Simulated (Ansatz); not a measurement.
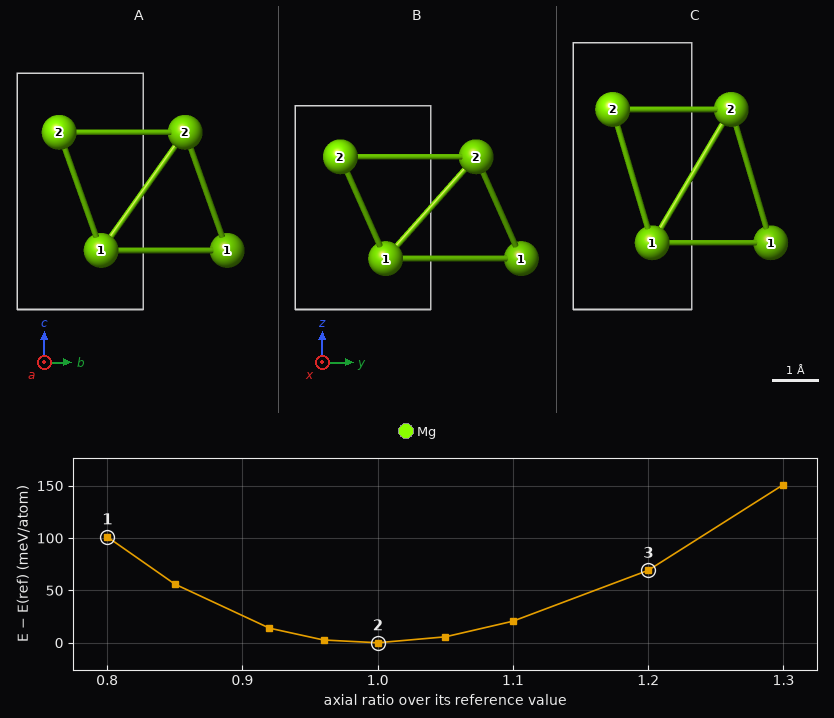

Crystalline Mg (P6_3/mmc): the ratio of the cell's length along z to its lengths across, counted as 1 for the reference, is changed at fixed volume (a c/a path), with the atoms kept at their fractional coordinates. x, y and z are the Cartesian axes of the input. The frames are shuffled; the numbered points of the plot belong to them. The picture is a ball-and-stick view of the cell of the calculation, repeated 2 × 2 × 1 with one cell outlined, seen along the a axis.

Level of theory: DFT PBEsol, scalar-relativistic, plane waves, PAW (Ansatz). Set-up: plane-wave cutoff 420 eV; k-point mesh 18 × 18 × 10; occupations gaussian; smearing width 0.15 eV; no spin polarisation. Energies (free energies at the smearing named) are counted from the cell as listed in its source, which wasn't relaxed.

**Which frame belongs to which numbered point?**

Point 1 is frame B (the relative ratio 0.80, 101.2 meV/atom); 2 is frame A (the relative ratio 1.00, 0.0 meV/atom); 3 is frame C (the relative ratio 1.20, 69.2 meV/atom). The lowest computed point lies at the relative ratio 1.00 (0.0 meV/atom). At the ends of the scan the energy is 101.2 meV/atom (0.80) and 151.0 meV/atom (1.30). The unrelaxed reference is under a pressure of −1.1 GPa. The distortion keeps the space group P6_3/mmc. At the relative ratio 1.30 the cell of the drawing goes a 3.209 → 2.941 Å, b 3.209 → 2.941 Å, c 5.210 → 6.206 Å.
